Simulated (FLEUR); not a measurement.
# Fixed-spin-moment curve of FeNiPt2 with FLEUR, part 2 of 2

How stiff is the moment of FeNiPt2, and are there other minima?

FLEUR MaX-R8.1; LDA (VWN); all-electron FLAPW, Dirac cores, scalar-relativistic bands.

So far, magnetization (μB): step 2 (unconstrained state) 4.55.

### Step 4. Moment fixed at 4.608 μB

Two Fermi energies hold the total moment; the run starts from the free run's density.

Contents of inp.xml:

```
<?xml version="1.0" encoding="UTF-8" standalone="no"?>
<fleurInput fleurInputVersion="0.39">
   <comment>
      FeNiPt2
   </comment>
   <calculationSetup>
      <cutoffs Kmax="3.6" Gmax="10.8" GmaxXC="10.8" numbands="0"/>
      <scfLoop itmax="90" minDistance="0.00002" maxIterBroyd="15" imix="Anderson" alpha="0.05" precondParam="0.0" spinf="2.0" sdNocoIR="T"/>
      <coreElectrons ctail="T" frcor="F" kcrel="0" coretail_lmax="0"/>
      <xcFunctional name="vwn" relativisticCorrections="F"/>
      <magnetism jspins="2" fixed_moment="4.608"/>
      <soc l_soc="F" theta="0.0" phi="0.0" spav="F"/>
      <expertModes spex="0" secvar="F"/>
      <geometryOptimization l_f="F" forcealpha="1.0" forcemix="BFGS" epsdisp="0.00001" epsforce="0.00001"/>
      <ldaU l_linMix="F" mixParam="0.05" spinf="1.0"/>
   </calculationSetup>
   <cell>
      <bzIntegration valenceElectrons="66.0" mode="hist" fermiSmearingEnergy="0.00293995">
         <kPointListSelection listName="default-1"/>
         <xi:include xmlns:xi="http://www.w3.org/2001/XInclude" href="kpts.xml"> </xi:include>
      </bzIntegration>
      <xi:include xmlns:xi="http://www.w3.org/2001/XInclude" href="sym.xml"> </xi:include>
      <bulkLattice scale="1.0">
         <bravaisMatrix>
            <row-1>    7.2903997384244095     0.0000000000000000     0.0000000000000000</row-1>
            <row-2>    0.0000000000000000     7.2903997384244095     0.0000000000000000</row-2>
            <row-3>    0.0000000000000000     0.0000000000000000     6.8778984902611811</row-3>
         </bravaisMatrix>
      </bulkLattice>
   </cell>
   <atomSpecies>
      <species name="Iron (Fe) 2.800" element="Fe" atomicNumber="26">
         <mtSphere radius="2.44" gridPoints="807" logIncrement="0.015"/>
         <atomicCutoffs lmax="10" lnonsphr="8"/>
         <electronConfig flipSpins="F">
            <coreConfig>(1s1/2) (2s1/2) (2p1/2) (2p3/2)</coreConfig>
            <valenceConfig>(3s1/2) (3p1/2) (3p3/2) (4s1/2) (3d3/2) (3d5/2)</valenceConfig>
            <stateOccupation state="(3d3/2)" spinUp="1.4" spinDown="1.0"/>
            <stateOccupation state="(3d5/2)" spinUp="3.0" spinDown="0.6"/>
         </electronConfig>
         <energyParameters s="4" p="4" d="3" f="4"/>
         <lo type="SCLO" l="0" n="3" eDeriv="0"/>
         <lo type="SCLO" l="1" n="3" eDeriv="0"/>
      </species>
      <species name="Nickel (Ni1.001" element="Ni" atomicNumber="28">
         <mtSphere radius="2.44" gridPoints="807" logIncrement="0.015"/>
         <atomicCutoffs lmax="10" lnonsphr="8"/>
         <electronConfig flipSpins="F">
            <coreConfig>(1s1/2) (2s1/2) (2p1/2) (2p3/2)</coreConfig>
            <valenceConfig>(3s1/2) (3p1/2) (3p3/2) (4s1/2) (3d3/2) (3d5/2)</valenceConfig>
            <stateOccupation state="(3d3/2)" spinUp="1.6" spinDown="1.6"/>
            <stateOccupation state="(3d5/2)" spinUp="2.9005" spinDown="1.8995"/>
         </electronConfig>
         <energyParameters s="4" p="4" d="3" f="4"/>
         <lo type="SCLO" l="0" n="3" eDeriv="0"/>
         <lo type="SCLO" l="1" n="3" eDeriv="0"/>
      </species>
      <species name="Platinum (Pt)" element="Pt" atomicNumber="78">
         <mtSphere radius="2.44" gridPoints="807" logIncrement="0.017"/>
         <atomicCutoffs lmax="10" lnonsphr="8"/>
         <electronConfig flipSpins="F">
            <coreConfig>(1s1/2) (2s1/2) (2p1/2) (2p3/2) (3s1/2) (3p1/2) (3p3/2) (4s1/2) (3d3/2) (3d5/2) (4p1/2) (4p3/2) (5s1/2) (4d3/2) (4d5/2) (4f5/2) (4f7/2)</coreConfig>
            <valenceConfig>(5p1/2) (5p3/2) (6s1/2) (5d3/2) (5d5/2)</valenceConfig>
            <stateOccupation state="(6s1/2)" spinUp="0.500000" spinDown="0.500000"/>
            <stateOccupation state="(5d3/2)" spinUp="1.800000" spinDown="1.800000"/>
            <stateOccupation state="(5d5/2)" spinUp="2.700000" spinDown="2.700000"/>
         </electronConfig>
         <energyParameters s="6" p="6" d="5" f="5"/>
         <lo type="SCLO" l="1" n="5" eDeriv="0"/>
      </species>
   </atomSpecies>
   <atomGroups>
      <atomGroup species="Iron (Fe) 2.800">
         <relPos label="                   1">.0000000000 .0000000000 .0000000000</relPos>
         <force calculate="T" relaxXYZ="TTT"/>
      </atomGroup>
      <atomGroup species="Nickel (Ni1.001">
         <relPos label="                   2">1.000/2.000 1.000/2.000 .0000000000</relPos>
         <force calculate="T" relaxXYZ="TTT"/>
      </atomGroup>
      <atomGroup species="Platinum (Pt)">
         <relPos label="                   3">1.000/2.000 .0000000000 1.000/2.000</relPos>
         <relPos label="                   4">.0000000000 1.000/2.000 1.000/2.000</relPos>
         <force calculate="T" relaxXYZ="TTT"/>
      </atomGroup>
   </atomGroups>
   <output dos="F" band="F" slice="F">
      <bandDOS minEnergy="-.5*Htr" maxEnergy="0.5*Htr" sigma="0.015" storeEVData="T"/>
      <plotting iplot="0" polar="F">
         <plot TwoD="T" vec1="  1.0  0.0  0.0" vec2="  0.0  1.0  0.0" vec3="  0.0  0.0  1.0" zero="  0.0  0.0  0.0" file="plot"/>
      </plotting>
      <moessbauerParams electricFieldGradient="F" isomerShift="F" coreHyperfine="F" valenceHyperfine="F"/>
   </output>
</fleurInput>
```

Launch:

```sh
OMP_NUM_THREADS=1 mpirun -n 4 fleur_MPI > fleur.log
```

Log:

```text
[banner, memory and clock lines left out]
Welcome to FLEUR        (www.flapw.de)
      MaX-Release 8.1          (www.max-centre.eu)

 ========== k-point set info ==========
 Selected k-point list: default-1
 k-point list type: mesh
 0 x 0 x 0
 Number of k points: 76

 [... set-up left out ...]
 Iteration:     1   Distance:       0.44248211 me/bohr^3
 Iteration:     2   Distance:       0.42920129 me/bohr^3
 Iteration:     3   Distance:       0.39922021 me/bohr^3
 Iteration:     4   Distance:       0.27766628 me/bohr^3
 Iteration:     5   Distance:       0.04542750 me/bohr^3
 Iteration:     6   Distance:       0.02458061 me/bohr^3
 Iteration:     7   Distance:       0.01703718 me/bohr^3
 Iteration:     8   Distance:       0.00478994 me/bohr^3
 Iteration:     9   Distance:       0.00256484 me/bohr^3
 Iteration:    10   Distance:       0.00182919 me/bohr^3
 Iteration:    11   Distance:       0.00110340 me/bohr^3
 Iteration:    12   Distance:       0.00018376 me/bohr^3
 Iteration:    13   Distance:       0.00012438 me/bohr^3
 Iteration:    14   Distance:       0.00008116 me/bohr^3
 Iteration:    15   Distance:       0.00001649 me/bohr^3

 ********************************************************************
 Run finished successfully
 Stop message:
   all done
 ********************************************************************

--- out.xml (last complete iteration) ---
<iteration numberForCurrentRun="   15" overallNumber="   43">
         [... left out ...]
         <bandgap value="0.0150520766" units="eV"/>
         <sumValenceSingleParticleEnergies value="-19.7309894288" units="Htr"/>
         <bandgap value="0.0053446134" units="eV"/>
         <sumValenceSingleParticleEnergies value="-40.0832219330" units="Htr"/>
         <FermiEnergy value="0.4125274868" units="Htr"/>
         <FixedTotalMoment fermiEnergyUp="0.4135676640" fermiEnergyDown="0.4125274868" units="Htr"/>
         [... left out ...]
         <magneticMomentsInMTSpheres units="muBohr">
            <globalMagMoment atomType="1" vec="0.00000   0.00000   3.11523"/>
            <globalMagMoment atomType="2" vec="0.00000   0.00000   0.75205"/>
            <globalMagMoment atomType="3" vec="0.00000   0.00000   0.39262"/>
         </magneticMomentsInMTSpheres>
         [... left out ...]
         <totalEnergy value="   -39661.9855443918" units="Htr">
            <sumOfEigenvalues value="   -24244.7191457256">
               <coreElectrons value="-24204.6359237925"/>
               <valenceElectrons value="-40.0832219330"/>
            </sumOfEigenvalues>
         [... left out ...]
            <freeEnergy value="-39661.9885922658"/>
            <extrapolationTo0K value="-39661.9870683288"/>
         </totalEnergy>
         <densityConvergence units="me/bohr^3">
            <chargeDensity spin="1" distance="0.0000045922"/>
            <chargeDensity spin="2" distance="0.0000147946"/>
            <overallChargeDensity distance="0.0000144221"/>
            <spinDensity distance="0.0000164906"/>
         </densityConvergence>
      </iteration>
```

Run time: 36 s. Hardware: 4 MPI ranks of Intel Xeon Platinum 8375C at 2.90GHz (Ice Lake), shared host; peak memory 0.33 GiB.

This step gave:

- magnetization: 4.608 μB

Its energy lies +0.1 meV a cell from the free run's.

### Step 5. Moment fixed at 3.84 μB

Edit inp.xml of step 4 so:

```diff
@@ -10,3 +10,3 @@
       <xcFunctional name="vwn" relativisticCorrections="F"/>
-      <magnetism jspins="2" fixed_moment="4.608"/>
+      <magnetism jspins="2" fixed_moment="3.84"/>
       <soc l_soc="F" theta="0.0" phi="0.0" spav="F"/>
```

Log:

```text
[banner, memory and clock lines left out]
Welcome to FLEUR        (www.flapw.de)
      MaX-Release 8.1          (www.max-centre.eu)

 ========== k-point set info ==========
 Selected k-point list: default-1
 k-point list type: mesh
 0 x 0 x 0
 Number of k points: 76

 [... set-up left out ...]
 Iteration:     1   Distance:       5.79793040 me/bohr^3
 Iteration:     2   Distance:       5.86939089 me/bohr^3
 Iteration:     3   Distance:       5.59376627 me/bohr^3
 Iteration:     4   Distance:       4.02742859 me/bohr^3
 Iteration:     5   Distance:       1.22174092 me/bohr^3
[...]
<sumOfEigenvalues value="   -24244.7971890992">
               <coreElectrons value="-24204.7669887205"/>
               <valenceElectrons value="-40.0302003787"/>
            </sumOfEigenvalues>
         [... left out ...]
            <freeEnergy value="-39661.9867462530"/>
            <extrapolationTo0K value="-39661.9846698435"/>
         </totalEnergy>
         <densityConvergence units="me/bohr^3">
            <chargeDensity spin="1" distance="0.0000082678"/>
            <chargeDensity spin="2" distance="0.0000083391"/>
            <overallChargeDensity distance="0.0000144340"/>
            <spinDensity distance="0.0000082130"/>
         </densityConvergence>
      </iteration>
```

Run time: 78 s. Hardware: 4 MPI ranks; peak memory 0.32 GiB; 5.2 min of CPU time.

Numbers from this step:

| Item | Value |
| --- | --- |
| magnetization | 3.84 μB |

Its energy lies +50.3 meV a cell from the free run's.

### Step 6. Moment fixed at 5.376 μB

Edit inp.xml of step 5 so:

```diff
@@ -10,3 +10,3 @@
       <xcFunctional name="vwn" relativisticCorrections="F"/>
-      <magnetism jspins="2" fixed_moment="3.84"/>
+      <magnetism jspins="2" fixed_moment="5.376"/>
       <soc l_soc="F" theta="0.0" phi="0.0" spav="F"/>
```

Log:

```text
[banner, memory and clock lines left out]
Welcome to FLEUR        (www.flapw.de)
      MaX-Release 8.1          (www.max-centre.eu)

 ========== k-point set info ==========
 Selected k-point list: default-1
 k-point list type: mesh
 0 x 0 x 0
 Number of k points: 76

 [... set-up left out ...]
 Iteration:     1   Distance:       6.04575307 me/bohr^3
 Iteration:     2   Distance:       5.65567858 me/bohr^3
 Iteration:     3   Distance:       4.44832193 me/bohr^3
 Iteration:     4   Distance:       2.99631425 me/bohr^3
 Iteration:     5   Distance:       0.43328067 me/bohr^3
[...]
<sumOfEigenvalues value="   -24244.7395240715">
               <coreElectrons value="-24204.5559241111"/>
               <valenceElectrons value="-40.1835999604"/>
            </sumOfEigenvalues>
         [... left out ...]
            <freeEnergy value="-39661.9844153808"/>
            <extrapolationTo0K value="-39661.9834370108"/>
         </totalEnergy>
         <densityConvergence units="me/bohr^3">
            <chargeDensity spin="1" distance="0.0000095712"/>
            <chargeDensity spin="2" distance="0.0000111835"/>
            <overallChargeDensity distance="0.0000158286"/>
            <spinDensity distance="0.0000135207"/>
         </densityConvergence>
      </iteration>
```

Elapsed: 62 s, on 4 MPI ranks; peak memory 0.33 GiB; 4.1 min of CPU time.

Read from the output:

- magnetization: 5.376 μB

Its energy lies +113.8 meV a cell from the free run's.

### Step 7. An attempt with other settings

A slip in the input shows what the program catches and what it lets pass.

Contents of inp.xml:

```
<?xml version="1.0" encoding="UTF-8" standalone="no"?>
<fleurInput fleurInputVersion="0.39">
   <comment>
      FeNiPt2
   </comment>
   <calculationSetup>
      <cutoffs Kmax="3.6" Gmax="10.8" GmaxXC="10.8" numbands="0"/>
      <scfLoop itmax="75" minDistance="0.00002" maxIterBroyd="15" imix="Anderson" alpha="0.05" precondParam="0.0" spinf="2.0" sdNocoIR="T"/>
      <coreElectrons ctail="T" frcor="F" kcrel="0" coretail_lmax="0"/>
      <xcFunctional name="vwn" relativisticCorrections="F"/>
      <magnetism jspins="2"/>
      <soc l_soc="T" theta="0.37" phi="0.11" spav="F"/>
      <expertModes spex="0" secvar="F"/>
      <geometryOptimization l_f="F" forcealpha="1.0" forcemix="BFGS" epsdisp="0.00001" epsforce="0.00001"/>
      <ldaU l_linMix="F" mixParam="0.05" spinf="1.0"/>
   </calculationSetup>
   <cell>
      <bzIntegration valenceElectrons="66.0" mode="hist" fermiSmearingEnergy="0.00293995">
         <kPointListSelection listName="default-1"/>
         <xi:include xmlns:xi="http://www.w3.org/2001/XInclude" href="kpts.xml"> </xi:include>
      </bzIntegration>
      <xi:include xmlns:xi="http://www.w3.org/2001/XInclude" href="sym.xml"> </xi:include>
      <bulkLattice scale="1.0">
         <bravaisMatrix>
            <row-1>    7.2903997384244095     0.0000000000000000     0.0000000000000000</row-1>
            <row-2>    0.0000000000000000     7.2903997384244095     0.0000000000000000</row-2>
            <row-3>    0.0000000000000000     0.0000000000000000     6.8778984902611811</row-3>
         </bravaisMatrix>
      </bulkLattice>
   </cell>
   <atomSpecies>
      <species name="Iron (Fe) 2.800" element="Fe" atomicNumber="26">
         <mtSphere radius="2.44" gridPoints="807" logIncrement="0.015"/>
         <atomicCutoffs lmax="10" lnonsphr="8"/>
         <electronConfig flipSpins="F">
            <coreConfig>(1s1/2) (2s1/2) (2p1/2) (2p3/2)</coreConfig>
            <valenceConfig>(3s1/2) (3p1/2) (3p3/2) (4s1/2) (3d3/2) (3d5/2)</valenceConfig>
            <stateOccupation state="(3d3/2)" spinUp="1.4" spinDown="1.0"/>
            <stateOccupation state="(3d5/2)" spinUp="3.0" spinDown="0.6"/>
         </electronConfig>
         <energyParameters s="4" p="4" d="3" f="4"/>
         <lo type="SCLO" l="0" n="3" eDeriv="0"/>
         <lo type="SCLO" l="1" n="3" eDeriv="0"/>
      </species>
      <species name="Nickel (Ni1.001" element="Ni" atomicNumber="28">
         <mtSphere radius="2.44" gridPoints="807" logIncrement="0.015"/>
         <atomicCutoffs lmax="10" lnonsphr="8"/>
         <electronConfig flipSpins="F">
            <coreConfig>(1s1/2) (2s1/2) (2p1/2) (2p3/2)</coreConfig>
            <valenceConfig>(3s1/2) (3p1/2) (3p3/2) (4s1/2) (3d3/2) (3d5/2)</valenceConfig>
            <stateOccupation state="(3d3/2)" spinUp="1.6" spinDown="1.6"/>
            <stateOccupation state="(3d5/2)" spinUp="2.9005" spinDown="1.8995"/>
         </electronConfig>
         <energyParameters s="4" p="4" d="3" f="4"/>
         <lo type="SCLO" l="0" n="3" eDeriv="0"/>
         <lo type="SCLO" l="1" n="3" eDeriv="0"/>
      </species>
      <species name="Platinum (Pt)" element="Pt" atomicNumber="78">
         <mtSphere radius="2.44" gridPoints="807" logIncrement="0.017"/>
         <atomicCutoffs lmax="10" lnonsphr="8"/>
         <electronConfig flipSpins="F">
            <coreConfig>(1s1/2) (2s1/2) (2p1/2) (2p3/2) (3s1/2) (3p1/2) (3p3/2) (4s1/2) (3d3/2) (3d5/2) (4p1/2) (4p3/2) (5s1/2) (4d3/2) (4d5/2) (4f5/2) (4f7/2)</coreConfig>
            <valenceConfig>(5p1/2) (5p3/2) (6s1/2) (5d3/2) (5d5/2)</valenceConfig>
            <stateOccupation state="(6s1/2)" spinUp="0.500000" spinDown="0.500000"/>
            <stateOccupation state="(5d3/2)" spinUp="1.800000" spinDown="1.800000"/>
            <stateOccupation state="(5d5/2)" spinUp="2.700000" spinDown="2.700000"/>
         </electronConfig>
         <energyParameters s="6" p="6" d="5" f="5"/>
         <lo type="SCLO" l="1" n="5" eDeriv="0"/>
      </species>
   </atomSpecies>
   <atomGroups>
      <atomGroup species="Iron (Fe) 2.800">
         <relPos label="                   1">.0000000000 .0000000000 .0000000000</relPos>
         <force calculate="T" relaxXYZ="TTT"/>
      </atomGroup>
      <atomGroup species="Nickel (Ni1.001">
         <relPos label="                   2">1.000/2.000 1.000/2.000 .0000000000</relPos>
         <force calculate="T" relaxXYZ="TTT"/>
      </atomGroup>
      <atomGroup species="Platinum (Pt)">
         <relPos label="                   3">1.000/2.000 .0000000000 1.000/2.000</relPos>
         <relPos label="                   4">.0000000000 1.000/2.000 1.000/2.000</relPos>
         <force calculate="T" relaxXYZ="TTT"/>
      </atomGroup>
   </atomGroups>
   <output dos="F" band="F" slice="F">
      <bandDOS minEnergy="-.5*Htr" maxEnergy="0.5*Htr" sigma="0.015" storeEVData="T"/>
      <plotting iplot="0" polar="F">
         <plot TwoD="T" vec1="  1.0  0.0  0.0" vec2="  0.0  1.0  0.0" vec3="  0.0  0.0  1.0" zero="  0.0  0.0  0.0" file="plot"/>
      </plotting>
      <moessbauerParams electricFieldGradient="F" isomerShift="F" coreHyperfine="F" valenceHyperfine="F"/>
   </output>
</fleurInput>
```

Contents of crystal.txt:

```
FeNiPt2
&input film=F cartesian=F /
3.85791340000  0.00000000000  0.00000000000
0.00000000000  3.85791340000  0.00000000000
0.00000000000  0.00000000000  3.63962714000
1.8897261246
1.0 1.0 1.0

4
26 0.00000000000  0.00000000000  0.00000000000 : 2.800
28 0.50000000000  0.50000000000  0.00000000000 : 1.001
78 0.50000000000  0.00000000000  0.50000000000
78 0.00000000000  0.50000000000  0.50000000000

&kpt div1=8 div2=8 div3=8 gamma=T /
```

Launch:

```sh
OMP_NUM_THREADS=1 inpgen -f crystal.txt > inpgen.log  # inp.xml is then edited as shown
OMP_NUM_THREADS=1 mpirun -n 4 fleur_MPI > fleur.log
```

Log:

```text
Welcome to FLEUR        (www.flapw.de)
      MaX-Release 8.1          (www.max-centre.eu)
**************FLEUR-Error*****************
Error message: mapatom
Error occurred in subroutine: mapatom
Error from PE:0/4
*****************************************

Memory (rank 0): 0.031 GB (peak 0.029 GB)
```

Run time: 2.9 s. Hardware: 4 MPI ranks; peak memory 0.11 GiB.

The program refused the input before any cycle.

The program's message: “mapatom”

The fault in the input: spin-orbit coupling along an axis that the symmetry forbids.

The symmetry operations must keep the spin axis; inpgen finds them when the axis is given by &soc.

### Step 8. E(M)

The other moments were run in the same way.

Energy over the lowest against total spin moment:

| total spin moment (μB a cell) | energy over the lowest (meV a cell) |
| --- | --- |
| 0.00 | 813 |
| 0.77 | 675 |
| 1.54 | 495 |
| 2.30 | 308 |
| 3.07 | 154 |
| 3.84 | 50.3 |
| 4.55 | 0 |
| 4.61 | 0.0991 |
| 5.38 | 114 |
| 6.14 | 574 |

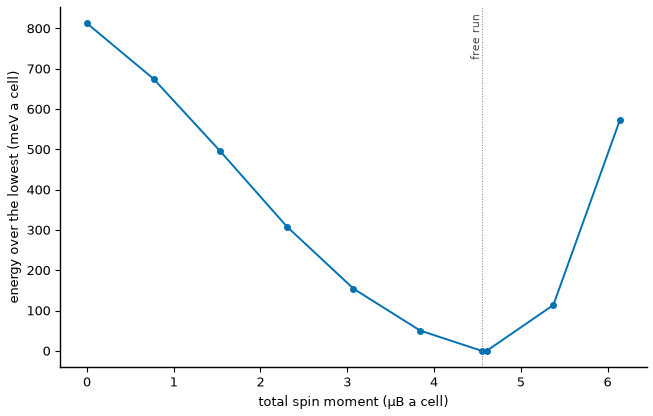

Energy over the lowest against total spin moment.

Moment, largest sphere moment against total spin moment:

| total spin moment (μB a cell) | moment, largest sphere moment (μB) |
| --- | --- |
| 0.00 | 0 |
| 0.77 | 1.52 |
| 1.54 | 2.14 |
| 2.30 | 2.65 |
| 3.07 | 2.93 |
| 3.84 | 3.00 |
| 4.55 | 3.10 |
| 4.61 | 3.12 |
| 5.38 | 3.28 |
| 6.14 | 3.44 |

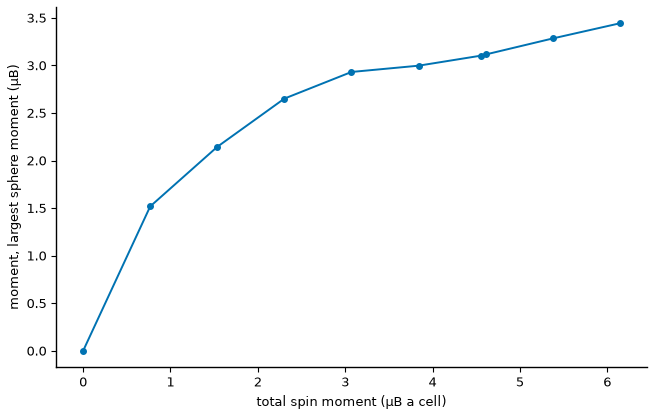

Moment, largest sphere moment, plotted against total spin moment.

### Step 9. What came out

| Property | Result |
| --- | --- |
| moment of the free run | 4.55 μB a cell |
| moment of the lowest point | 4.55 μB a cell |
| energy of the spinless run | 813 meV a cell over the lowest |

**Reading.** The lowest point lies 813 meV a cell under the spinless run, in free energy at a smearing of 0.08 eV. The point at zero is the spinless run. Opposed orders, which also have no total moment, were not run.

[Logs and program files are shortened in this print: banners, set-up blocks, solver, clock and traceback lines can be left out without a mark of their own.]

[Logs are printed without paths, hosts, clocks, repeated set-up lines and the standing remarks that a program may print on its own settings, such as how far it seeks lower states.]

[Hosts, paths, dates, database ids (printed as entryN), source tags and the programs' standing remarks are cut or masked in the printed files.]

[Where a cell is said to come from a database of computed structures, the database is the Materials Project.]
